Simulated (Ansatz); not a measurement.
The figure comes from a scan of Sc (fcc, Cu type): a phonon pattern at L = (0.5, 0.0, 0.0) is frozen into a 2-atom cell, Q being the largest atomic displacement. These are LDA (plane waves to 420 eV, PAW, scalar-relativistic; Ansatz, an electronic-structure program) values and carry that method's errors. k mesh 9×18×18 (Γ-centred), Fermi-Dirac smearing 0.05 eV. With partly filled bands, energies and forces of such displacements shift with the k mesh and the smearing. Sc is run without spin polarisation. Sc was relaxed with its symmetry unable to fall. This is one of several known forms of Sc; the measured ambient cells at hand have space group No. 194. 

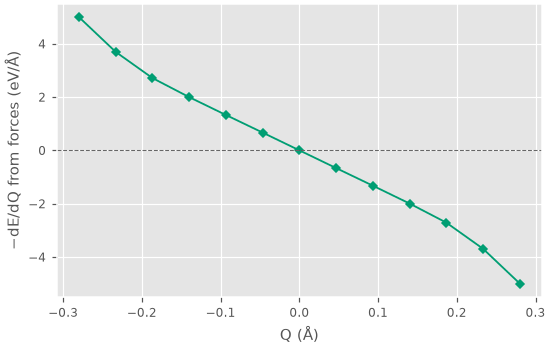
Figure. −dE/dQ from forces (eV/Å) against Q (Å); computed points joined by lines.

**Question.** List the plotted points as numbers.

**Answer.** To the nearest 0.2:

```tsv
Q (Å)	−dE/dQ from forces (eV/Å)
-0.280	5.0
-0.233	3.6
-0.187	2.8
-0.140	2.0
-0.093	1.4
-0.047	0.6
0.000	0.0
0.047	-0.6
0.093	-1.4
0.140	-2.0
0.187	-2.8
0.233	-3.6
0.280	-5.0
```

(For displaced atoms, the force is minus the slope of the energy, and its curvature is a force constant, which sets phonon frequencies.)
